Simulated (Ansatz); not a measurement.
# Resistivity from frozen vibrations: Au(111) with 4 thermally displaced layers, 2x2, part 2 of 2

Wanted: the phonon-limited resistivity of Au at 800 K by the Landauer route.

Ansatz 0.2.0; Ansatz plane-wave DFT, PBE, PAW files; ballistic transport by layer matching (Landauer), zero bias; PAW set soft_1.

So far. Step 2 (With 4 displaced layers): Over the solved energies the transmission per spin lies between 2.99 and 3.01, out of 3.21 channels of the lead on average (up to 3.21).

## Step 3: With 8 displaced layers

System of this step: Au(111) with 8 thermally displaced layers, 2x2. The cell holds 56 atoms: 56 Au. Its edges and angles: a = 5.768 Å, b = 5.768 Å, c = 33.006 Å, α = 87.5°, β = 92.5°, γ = 120.0°. It derives from Au. Regions: lead, 24 atoms (24 Au); scattering region, 32 atoms (32 Au). The structure is stacked along c, and the current runs across the ab planes.

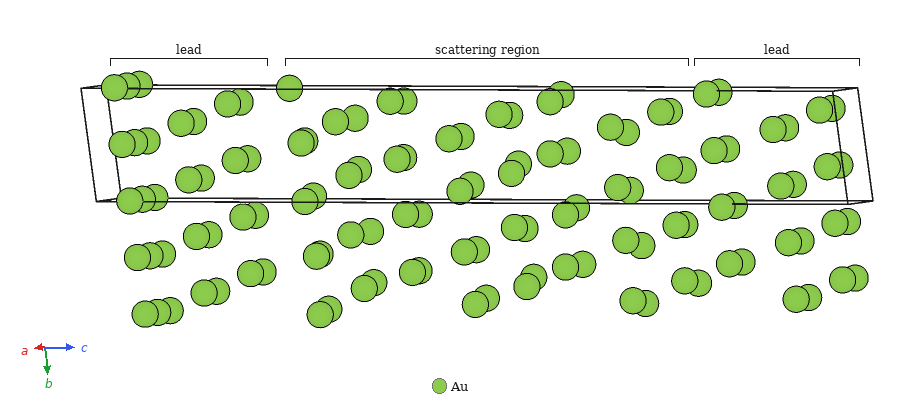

The cell of this step (gold green). 1×2×1 cells are drawn. Some periodic images of atoms are drawn too.

input.yaml reads:

```yaml
crystal:
  lattice:
    - [5.7675164607, 0.0, 0.0]
    - [-2.8837582304, 4.9948157718, 0.0]
    - [-1.4418791152, 0.8324692953, 32.9641022945]
  atoms:
    - { symbol: Au, position: [0.005952381, 0.994047619, 0.0357142857] }
    - { symbol: Au, position: [0.005952381, 0.494047619, 0.0357142857] }
    - { symbol: Au, position: [0.505952381, 0.994047619, 0.0357142857] }
    - { symbol: Au, position: [0.505952381, 0.494047619, 0.0357142857] }
    - { symbol: Au, position: [0.1845238095, 0.3154761905, 0.1071428571] }
    - { symbol: Au, position: [0.1845238095, 0.8154761905, 0.1071428571] }
    - { symbol: Au, position: [0.6845238095, 0.3154761905, 0.1071428571] }
    - { symbol: Au, position: [0.6845238095, 0.8154761905, 0.1071428571] }
    - { symbol: Au, position: [0.3630952381, 0.1369047619, 0.1785714286] }
    - { symbol: Au, position: [0.3630952381, 0.6369047619, 0.1785714286] }
    - { symbol: Au, position: [0.8630952381, 0.1369047619, 0.1785714286] }
    - { symbol: Au, position: [0.8630952381, 0.6369047619, 0.1785714286] }
    - { symbol: Au, position: [0.0406350977, 0.9748939389, 0.2482999605] }
    - { symbol: Au, position: [0.0669386943, 0.4876519384, 0.2475664589] }
    - { symbol: Au, position: [0.5978826491, 0.0053996692, 0.2548260209] }
    - { symbol: Au, position: [0.5893262903, 0.4890268196, 0.2600834007] }
    - { symbol: Au, position: [0.2254694695, 0.2793738554, 0.3241259621] }
    - { symbol: Au, position: [0.173442487, 0.7345743722, 0.3174838007] }
    - { symbol: Au, position: [0.735598075, 0.2948702069, 0.3145572243] }
    - { symbol: Au, position: [0.6672862848, 0.7705705396, 0.3205874908] }
    - { symbol: Au, position: [0.4083760993, 0.1200910367, 0.3983530899] }
    - { symbol: Au, position: [0.4129376945, 0.6200914212, 0.3879588656] }
    - { symbol: Au, position: [0.8727222285, 0.1076680545, 0.3958298411] }
    - { symbol: Au, position: [0.9267065451, 0.6181018595, 0.396364351] }
    - { symbol: Au, position: [0.0716752868, 0.8714471903, 0.4610021661] }
    - { symbol: Au, position: [0.0966947523, 0.4413581024, 0.4575228979] }
    - { symbol: Au, position: [0.6007174831, 0.9098393337, 0.4632461972] }
    - { symbol: Au, position: [0.5943756098, 0.4458142375, 0.4578761146] }
    - { symbol: Au, position: [0.2818230816, 0.2469036599, 0.532266831] }
    - { symbol: Au, position: [0.2161733858, 0.6800111477, 0.5328178191] }
    - { symbol: Au, position: [0.74989343, 0.2233631385, 0.5342472519] }
    - { symbol: Au, position: [0.7536756074, 0.7447148763, 0.5402790718] }
    - { symbol: Au, position: [0.4304522013, 0.0574012236, 0.6095519419] }
    - { symbol: Au, position: [0.4829310019, 0.5549770359, 0.6094366502] }
    - { symbol: Au, position: [0.9145530371, 0.1046995113, 0.6100919425] }
    - { symbol: Au, position: [0.9669444027, 0.5645102438, 0.6024788762] }
    - { symbol: Au, position: [0.1462207458, 0.9097930539, 0.6746936068] }
    - { symbol: Au, position: [0.0819442181, 0.4002895167, 0.6778048798] }
    - { symbol: Au, position: [0.6704091444, 0.8691680966, 0.6762074397] }
    - { symbol: Au, position: [0.585027418, 0.3384201389, 0.6745949968] }
    - { symbol: Au, position: [0.3313080978, 0.2049089783, 0.7472789889] }
    - { symbol: Au, position: [0.26821164, 0.7249767026, 0.7529442288] }
    - { symbol: Au, position: [0.7927059973, 0.1966175575, 0.7513665153] }
    - { symbol: Au, position: [0.7918360897, 0.6877718194, 0.7527833752] }
    - { symbol: Au, position: [0.4702380952, 0.0297619048, 0.8214285714] }
    - { symbol: Au, position: [0.4702380952, 0.5297619048, 0.8214285714] }
    - { symbol: Au, position: [0.9702380952, 0.0297619048, 0.8214285714] }
    - { symbol: Au, position: [0.9702380952, 0.5297619048, 0.8214285714] }
    - { symbol: Au, position: [0.1488095238, 0.8511904762, 0.8928571429] }
    - { symbol: Au, position: [0.1488095238, 0.3511904762, 0.8928571429] }
    - { symbol: Au, position: [0.6488095238, 0.8511904762, 0.8928571429] }
    - { symbol: Au, position: [0.6488095238, 0.3511904762, 0.8928571429] }
    - { symbol: Au, position: [0.3273809524, 0.1726190476, 0.9642857143] }
    - { symbol: Au, position: [0.3273809524, 0.6726190476, 0.9642857143] }
    - { symbol: Au, position: [0.8273809524, 0.1726190476, 0.9642857143] }
    - { symbol: Au, position: [0.8273809524, 0.6726190476, 0.9642857143] }
kpoints:
  mp_grid: { grid: [5, 5, 1] }
hamiltonian:
  xc: pbe
  pseudopotentials: { kind: paw, azcp: { folder: soft_1 } }
scf:
  occupations: { method: fermi_dirac, width: 0.1 }
output:
  transmission:
    leads: [[0, 4]]
    kmesh: [10, 10]
    e_range: [-0.05, 0.05]
    de: 0.05
  write_potential: true
  write_density: true
  volumetric_format: npy
```

Run with:

```sh
$ ansatz run input.yaml --threads 4 --pin off --max-ram 15360MiB --backend cpu --events-out ev --progress --plain --runs-dir out
```

Numbers of over 12 decimals in the logs are rounded to 6 here.

Log:

```text
[...]
Crystal: 56 atoms, lattice volume = 949.619 Å³
Basis set: ecut = 420 eV, 18659 PW (Γ)
Bands: 639, of which v1, the nominal top of the filled ones, is band 532 counted from 1 (531 counted from 0)
Symmetry: 1 space group operations
[...]
k-points: 13 of 25 (time reversal used)
[...]
SCF iter   1: F=—  HF=-736472.119062 eV  |F-HF|=—  |Δ(HF+E_count)|=         —  Δρ=6.73e-2  dr2=4.70e1  ethr=3.10e-3  ⟨swp⟩=4.0  Hψ=24675  notcnv=0  defer=261
[...]
SCF iter  11: F=-736458.300364 eV  HF=-736458.300364 eV  |F-HF|=9.43e-9  |Δ(HF+E_count)|=   1.28e-9  Δρ=7.35e-7  dr2=1.35e-8  ethr=9.40e-12  ⟨swp⟩=2.0  Hψ=15210  notcnv=0
SCF 1 converged in 11 iterations: F = -736458.300364 eV  dr2 = 1.35e-8
[...]
transmission: 226 of 2236 steps passed
transmission: 448 of 2236 steps passed
[...]
transmission: 2236 of 2236 steps passed
SCF converged after 11 iterations
Free energy (F): -736458.300364 eV
[...]
Internal energy: -736457.648817 eV  (E = F + TS)
E sigma→0 (E₀):  -736457.974591 eV
Entropy (-TS):   -0.651547 eV (-11.635 meV/atom)
Fermi energy:    20.725668 eV
[...]
--- Band table (eV; the first three rows and the last of 13) ---
  k-point 0: bands = [... 528 lower, 20.9166, 21.1418, 21.1951, 21.3108, 21.3417, 21.4109, 21.4815, 21.5392, ... 103 higher]
  k-point 1: bands = [... 528 lower, 20.4321, 20.5110, 20.6179, 20.6834, 20.7487, 20.8035, 20.8605, 20.9396, ... 103 higher]
  k-point 2: bands = [... 528 lower, 20.4953, 20.5696, 20.5981, 20.6696, 20.7452, 20.8543, 20.8901, 21.0350, ... 103 higher]
  k-point 12: bands = [... 528 lower, 19.9192, 19.9786, 20.1954, 20.7981, 20.9409, 21.1014, 21.2293, 21.3254, ... 103 higher]
--- Transmission ---
  basis      : 253 plane waves across, 43 finite elements along
  points     : 52, standing for a mesh of 10 x 10
[...]
channels       : 3.210000e0 a spin
[...]
junction   : crystal 0 to crystal 0, 0.70 to 31.31 Å
    transmission   : 2.769617e0 a spin
[...]
```

Wall time 14 min (4 threads of AMD EPYC 7R43, shared host); peak memory 8.1 GiB.

This step gave:

- free energy: -736458.3004 eV
- energy at zero smearing: -736457.9746 eV
- transmission per spin nearest the Fermi level: 2.770
- step of the lead's potential: 8.5 meV

Per spin. The transmission, zone mean stays at 2.77 for energy from -0.05 to 0.05 eV.

Over the solved energies the transmission per spin lies between 2.76 and 2.77, out of 3.21 channels of the lead on average (up to 3.21).

## Step 4: With 12 displaced layers

System of this step: Au(111) with 12 thermally displaced layers, 2x2. The cell holds 72 atoms: 72 Au. Cell: a = 5.768 Å, b = 5.768 Å, c = 42.382 Å, α = 90.0°, β = 90.0°, γ = 120.0°. It derives from Au. Regions: lead, 24 atoms (24 Au); scattering region, 48 atoms (48 Au). The structure is stacked along c, and the current runs across the ab planes.

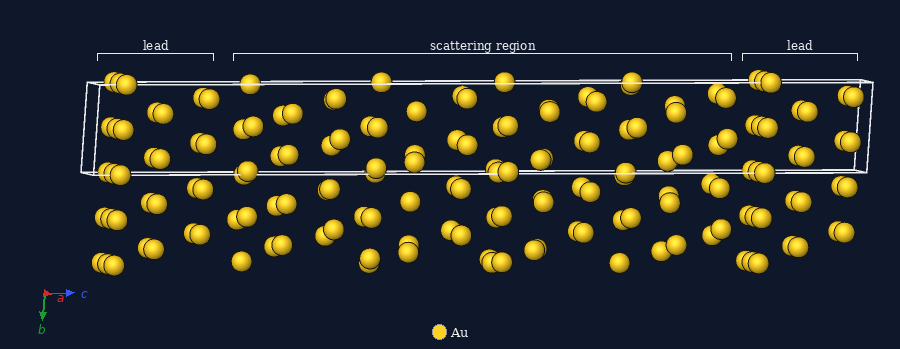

The cell of this step (gold yellow). 1×2×1 cells are drawn. Some periodic images of atoms are drawn too.

input.yaml reads:

```yaml
crystal:
  lattice:
    - [5.7675164607, 0.0, 0.0]
    - [-2.8837582304, 4.9948157718, 0.0]
    - [0.0, 0.0, 42.3824172358]
  atoms:
    - { symbol: Au, position: [0.0, 0.0, 0.0277777778] }
    - { symbol: Au, position: [0.0, 0.5, 0.0277777778] }
    - { symbol: Au, position: [0.5, 0.0, 0.0277777778] }
    - { symbol: Au, position: [0.5, 0.5, 0.0277777778] }
    - { symbol: Au, position: [0.1666666667, 0.3333333333, 0.0833333333] }
    - { symbol: Au, position: [0.1666666667, 0.8333333333, 0.0833333333] }
    - { symbol: Au, position: [0.6666666667, 0.3333333333, 0.0833333333] }
    - { symbol: Au, position: [0.6666666667, 0.8333333333, 0.0833333333] }
    - { symbol: Au, position: [0.3333333333, 0.1666666667, 0.1388888889] }
    - { symbol: Au, position: [0.3333333333, 0.6666666667, 0.1388888889] }
    - { symbol: Au, position: [0.8333333333, 0.1666666667, 0.1388888889] }
    - { symbol: Au, position: [0.8333333333, 0.6666666667, 0.1388888889] }
    - { symbol: Au, position: [0.9269023777, 0.9619519317, 0.1933872374] }
    - { symbol: Au, position: [0.9800435904, 0.4656341757, 0.1955879375] }
    - { symbol: Au, position: [0.533640614, 0.0133135905, 0.1952254923] }
    - { symbol: Au, position: [0.5271407744, 0.511938034, 0.1904705452] }
    - { symbol: Au, position: [0.180546667, 0.3714493506, 0.2460431405] }
    - { symbol: Au, position: [0.1625162557, 0.8218475959, 0.2468761778] }
    - { symbol: Au, position: [0.6423004936, 0.3363151672, 0.2510969765] }
    - { symbol: Au, position: [0.6532245454, 0.7906505632, 0.2489955852] }
    - { symbol: Au, position: [0.3561441754, 0.1946135141, 0.3078949439] }
    - { symbol: Au, position: [0.370783587, 0.6990507644, 0.3084216521] }
    - { symbol: Au, position: [0.8133513684, 0.1683798522, 0.30307483] }
    - { symbol: Au, position: [0.7476497852, 0.6170519922, 0.3128220724] }
    - { symbol: Au, position: [0.9383492491, 0.9338200096, 0.359076651] }
    - { symbol: Au, position: [0.0381988027, 0.4986729868, 0.3625306707] }
    - { symbol: Au, position: [0.4918617137, 0.9975433355, 0.3655172753] }
    - { symbol: Au, position: [0.5190745243, 0.4974541196, 0.3642127025] }
    - { symbol: Au, position: [0.1908980682, 0.3268642274, 0.4176058316] }
    - { symbol: Au, position: [0.1632996759, 0.8136072877, 0.4206701184] }
    - { symbol: Au, position: [0.6532540116, 0.3150485065, 0.4108372393] }
    - { symbol: Au, position: [0.656832853, 0.8783591358, 0.4127008394] }
    - { symbol: Au, position: [0.3388952738, 0.1558296451, 0.4740009282] }
    - { symbol: Au, position: [0.3372727278, 0.6437531298, 0.4712069402] }
    - { symbol: Au, position: [0.8375636636, 0.1700477635, 0.4721230479] }
    - { symbol: Au, position: [0.83461458, 0.6852448862, 0.476803897] }
    - { symbol: Au, position: [0.0028932859, 0.9781533604, 0.5291551258] }
    - { symbol: Au, position: [0.0083748971, 0.5136258563, 0.5341952532] }
    - { symbol: Au, position: [0.4943610878, 0.9996604974, 0.5246935528] }
    - { symbol: Au, position: [0.4842139959, 0.4832004341, 0.5333429559] }
    - { symbol: Au, position: [0.1659963561, 0.3164520763, 0.5900451892] }
    - { symbol: Au, position: [0.1454271, 0.8587551227, 0.5868684427] }
    - { symbol: Au, position: [0.6774839051, 0.325624925, 0.5828832197] }
    - { symbol: Au, position: [0.6694883947, 0.8565358257, 0.5752319376] }
    - { symbol: Au, position: [0.3225072152, 0.1711515917, 0.6368672456] }
    - { symbol: Au, position: [0.2832875598, 0.6594991089, 0.6362619637] }
    - { symbol: Au, position: [0.8744136189, 0.2079137218, 0.6391302351] }
    - { symbol: Au, position: [0.7809969279, 0.660875701, 0.6356742166] }
    - { symbol: Au, position: [0.0423972658, 0.0499266206, 0.6955486467] }
    - { symbol: Au, position: [0.0743783739, 0.5447050188, 0.6968673938] }
    - { symbol: Au, position: [0.4810928538, 0.006165729, 0.6897859384] }
    - { symbol: Au, position: [0.5329442764, 0.5070466536, 0.6996584055] }
    - { symbol: Au, position: [0.150780461, 0.2800766024, 0.7527400096] }
    - { symbol: Au, position: [0.2208342851, 0.886735781, 0.7471273528] }
    - { symbol: Au, position: [0.6499664402, 0.3395882217, 0.7468395976] }
    - { symbol: Au, position: [0.621121765, 0.8052156365, 0.7594954863] }
    - { symbol: Au, position: [0.3074170219, 0.1403663188, 0.8044013687] }
    - { symbol: Au, position: [0.3568330267, 0.7079109454, 0.8092083613] }
    - { symbol: Au, position: [0.8583111744, 0.1710105418, 0.8064567747] }
    - { symbol: Au, position: [0.7989022288, 0.6252175143, 0.8129975014] }
    - { symbol: Au, position: [0.0, 0.0, 0.8611111111] }
    - { symbol: Au, position: [0.0, 0.5, 0.8611111111] }
    - { symbol: Au, position: [0.5, 0.0, 0.8611111111] }
    - { symbol: Au, position: [0.5, 0.5, 0.8611111111] }
    - { symbol: Au, position: [0.1666666667, 0.3333333333, 0.9166666667] }
    - { symbol: Au, position: [0.1666666667, 0.8333333333, 0.9166666667] }
    - { symbol: Au, position: [0.6666666667, 0.3333333333, 0.9166666667] }
    - { symbol: Au, position: [0.6666666667, 0.8333333333, 0.9166666667] }
    - { symbol: Au, position: [0.3333333333, 0.1666666667, 0.9722222222] }
    - { symbol: Au, position: [0.3333333333, 0.6666666667, 0.9722222222] }
    - { symbol: Au, position: [0.8333333333, 0.1666666667, 0.9722222222] }
    - { symbol: Au, position: [0.8333333333, 0.6666666667, 0.9722222222] }
kpoints:
  mp_grid: { grid: [5, 5, 1] }
hamiltonian:
  xc: pbe
  pseudopotentials: { kind: paw, azcp: { folder: soft_1 } }
scf:
  occupations: { method: fermi_dirac, width: 0.1 }
output:
  transmission:
    leads: [[0, 4]]
    kmesh: [10, 10]
    e_range: [-0.05, 0.05]
    de: 0.05
  write_potential: true
  write_density: true
  volumetric_format: npy
```

Log:

```text
[...]
Crystal: 72 atoms, lattice volume = 1220.939 Å³
Basis set: ecut = 420 eV, 23937 PW (Γ)
Bands: 821, of which v1, the nominal top of the filled ones, is band 684 counted from 1 (683 counted from 0)
Symmetry: 1 space group operations
[...]
k-points: 13 of 25 (time reversal used)
[...]
SCF iter   1: F=—  HF=-946888.283393 eV  |F-HF|=—  |Δ(HF+E_count)|=         —  Δρ=6.72e-2  dr2=6.03e1  ethr=3.10e-3  ⟨swp⟩=4.0  Hψ=31669  notcnv=0  defer=394
[...]
SCF iter  11: F=-946870.647366 eV  HF=-946870.647366 eV  |F-HF|=8.65e-8  |Δ(HF+E_count)|=   1.26e-8  Δρ=9.17e-7  dr2=9.35e-8  ethr=7.31e-12  ⟨swp⟩=8.3  Hψ=39641  notcnv=0
SCF 1 converged in 11 iterations: F = -946870.647366 eV  dr2 = 9.35e-8
[...]
transmission: 278 of 2756 steps passed
transmission: 552 of 2756 steps passed
[...]
transmission: 2756 of 2756 steps passed
SCF converged after 11 iterations
Free energy (F): -946870.647366 eV
[...]
Internal energy: -946869.881953 eV  (E = F + TS)
E sigma→0 (E₀):  -946870.264659 eV
Entropy (-TS):   -0.765414 eV (-10.631 meV/atom)
Fermi energy:    20.714701 eV
[...]
--- Band table (eV; the first three rows and the last of 13) ---
  k-point 0: bands = [... 680 lower, 20.9777, 21.2188, 21.2831, 21.3064, 21.3377, 21.3756, 21.3954, 21.4744, ... 133 higher]
  k-point 1: bands = [... 680 lower, 20.5015, 20.5437, 20.6123, 20.6622, 20.7319, 20.7758, 20.8525, 20.9217, ... 133 higher]
  k-point 2: bands = [... 680 lower, 20.4975, 20.5485, 20.5724, 20.6631, 20.6905, 20.7447, 20.7898, 20.8324, ... 133 higher]
  k-point 12: bands = [... 680 lower, 20.0357, 20.3213, 20.3525, 20.7081, 20.7849, 21.0377, 21.0615, 21.3907, ... 133 higher]
--- Transmission ---
  basis      : 253 plane waves across, 53 finite elements along
  points     : 52, standing for a mesh of 10 x 10
[...]
channels       : 3.210000e0 a spin
[...]
junction   : crystal 0 to crystal 0, 0.70 to 40.73 Å
    transmission   : 2.546241e0 a spin
[...]
```

Wall time 24 min (4 threads); peak memory 9.8 GiB.

Numbers from this step:

```yaml
free_energy: -946870.6474 eV
energy_at_zero_smearing: -946870.2647 eV
fermi_energy: 20.71 eV
transmission_per_spin_nearest_the_fermi_level: 2.546
step_of_the_lead_s_potential: 13.7 meV
```

Per spin. Table of transmission, zone mean by energy, zero at the Fermi level:

```tsv
energy (eV)	transmission, zone mean
-0.0500	2.53
0.0000	2.55
0.0500	2.59
```

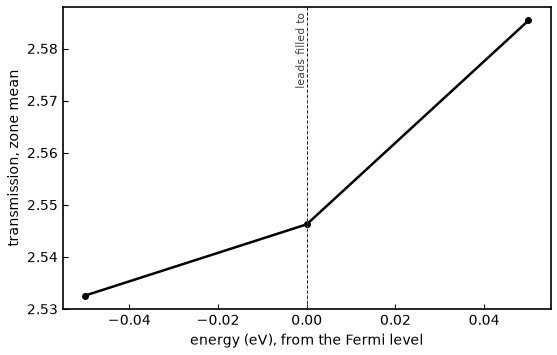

Transmission, zone mean against energy.

Over the solved energies the transmission per spin lies between 2.53 and 2.59, out of 3.21 channels of the lead on average (up to 3.21).

## Step 5: Resistance against length

This step: Ansatz plane-wave DFT, PBE, PAW files; ballistic transport by layer matching (Landauer), zero bias; resistivity from the slope of the area resistance; PAW set soft_1 (Ansatz 0.2.0).

Numbers from this step:

| Item | Value |
| --- | --- |
| resistivity | 11.48 µΩ cm |
| intercept | -0.02830 fΩ m² |
| scatter about the fit | 0.001556 fΩ m² |

Resistance, by row:

```tsv
run	length (Å)	T	channels N	RA (fΩ m²)
n4	9.418	3	3.21	0.0809
n8	18.84	2.766	3.21	0.1857
n12	28.25	2.555	3.21	0.2971
```

The area resistance by length of the displaced region:

```tsv
length of the displaced region (Å)	area resistance (fΩ m²)
9.42	0.0809
18.84	0.186
28.25	0.297
```

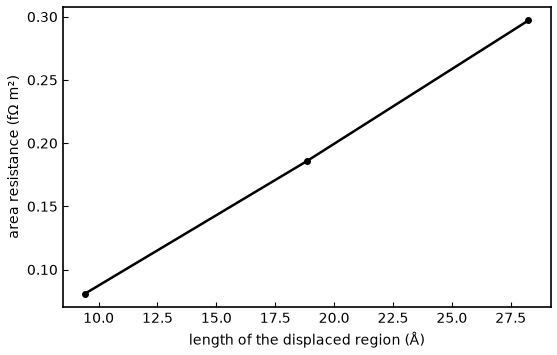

Area resistance against length of the displaced region.

The area resistance goes from 0.081 to 0.30 fΩ m² between 9.4 and 28.3 Å, a slope of 11 µΩ cm.

By hand from the end points: (0.2971 − 0.08090) fΩ m² / (28.25 − 9.42) Å = 11 µΩ cm, since 1 fΩ m² per Å is 1000 µΩ cm.

## Step 6: Summary of results

* resistivity from the slope: 11.5 µΩ cm
* area resistance over 9.42 Å: 0.0809 fΩ m²
* area resistance over 18.8 Å: 0.186 fΩ m²
* area resistance over 28.3 Å: 0.297 fΩ m²

What this shows: The slope gives 11 µΩ cm. The points scatter by 0.0016 fΩ m² about the line, with one random draw a length in a 2x2 cell, so the slope is a rough value. The mean square of the displacements drawn is 0.78, 0.91 and 1.0 of the nominal one at the three lengths; with each resistance scaled back by that, the slope is 9.9 µΩ cm, the value used below. Read with a model of isotropic scattering on a spherical Fermi surface and the lead's 0.86×10¹⁵ S/m², this slope means a mean free path near 99 Å; over these lengths the model's slope is 1.12 times its bulk resistivity, which would be 8.8 µΩ cm. Uncorrelated displacements put too much weight on short waves, which scatter strongly; with the sideways repeat of a small cell, one draw and three short lengths, the method is good to a factor of two or three. Spin-orbit coupling is left out, which matters for Au.

[Logs are printed without paths, hosts, clocks, repeated set-up lines and the standing remarks that a program may print on its own settings, such as how far it seeks lower states.]

[Hosts, paths, dates, database ids (printed as entryN), source tags and the programs' standing remarks are cut or masked in the printed files.]
